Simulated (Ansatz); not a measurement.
The reference is BeSe in the zinc blende structure (space group F-43m, No. 216; a = 5.0816 Å).

The change: every lattice vector is shortened by 0.50 %; the atoms relax in the strained cell.

Level of theory: LDA in Ansatz (plane waves to 420 eV, PAW, no SOC).

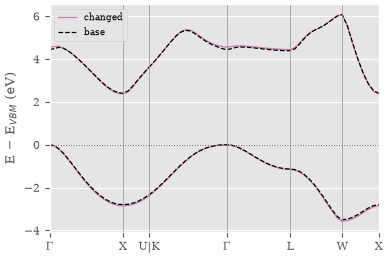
Figure. Highest valence and lowest conduction band along the path, each from its own valence-band maximum

The gap is 2.37 eV, indirect, Γ → X; the base has 2.40 eV.

No phonon test of stability was made.

Ansatz is a first-principles code.
